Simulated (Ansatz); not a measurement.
The figure comes from a scan of Ga₂Pt (fluorite type, space group Fm-3m): a phonon pattern at X = (0.5, 0.5, 0.0) is frozen into a 6-atom cell, Q being the largest atomic displacement. Calculation: LDA (plane waves to 420 eV, PAW, scalar-relativistic; Ansatz, a first-principles code). k mesh 14×14×14 (Γ-centred), Fermi-Dirac smearing 0.05 eV. Energies are smeared free energies. With partly filled bands, energies and forces of such displacements shift with the k mesh and the smearing. Ga2Pt is run without spin polarisation. Ga2Pt was relaxed with its symmetry unable to fall. Spin-orbit coupling is left out, though Pt is heavy. This is a high-temperature form of Ga2Pt. ΔE is measured from the undisplaced structure.

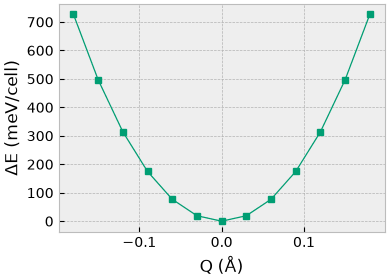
Figure: ΔE (meV/cell) against Q (Å); computed points joined by lines.

Question: List the plotted points as numbers.

Answer: To the nearest 10:

```tsv
Q (Å)	ΔE (meV/cell)
-0.180	730
-0.150	500
-0.120	310
-0.090	170
-0.060	80
-0.030	20
0.000	0
0.030	20
0.060	80
0.090	170
0.120	310
0.150	500
0.180	730
```

(A displaced cell: forces are minus the slopes of the energy, force constants its curvatures, and phonons follow from these.)
